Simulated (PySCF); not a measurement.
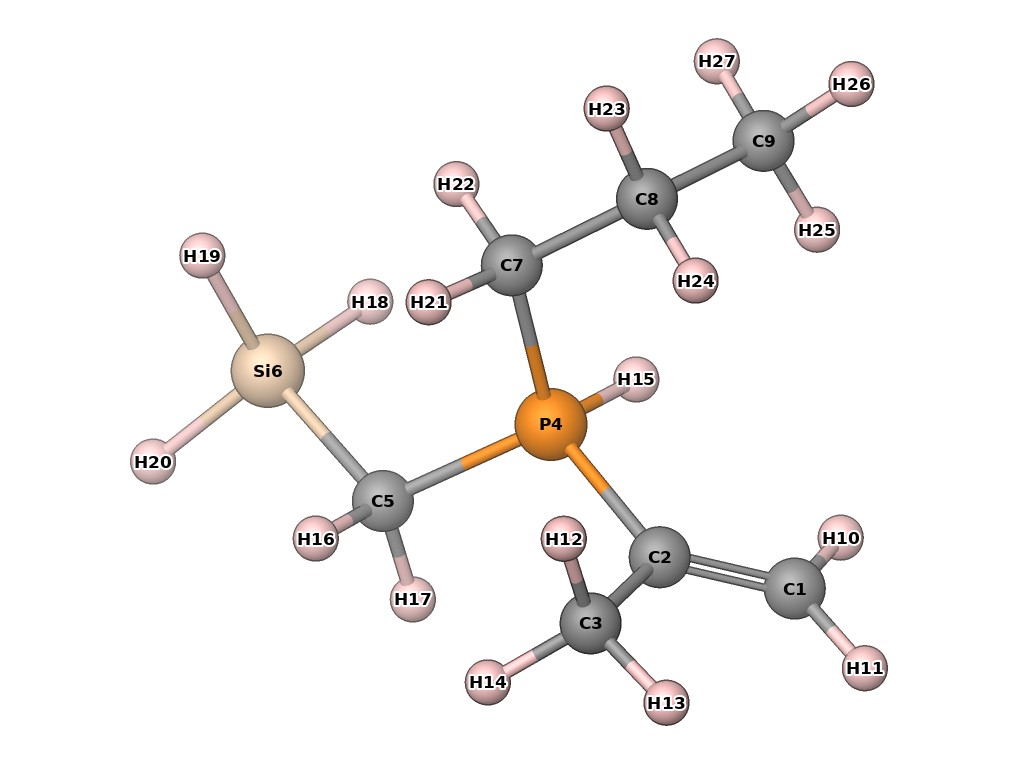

Distant atoms are faded towards the background colour. Charge +1, singlet. The computed structure is the end point of a PBE0-D3(BJ)/def2-SVP optimisation. No frequency run is at hand to confirm it as a minimum.

Which atoms or bonds are stereogenic?

Answer. Centres: P4.

Give the R/S and E/Z labels.

Answer. P4: S (priorities C5 > C2 > C7 > H15).

Give a SMILES with the stereochemistry.

Answer. C=C(C)[P@@H+](C[SiH3])CCC
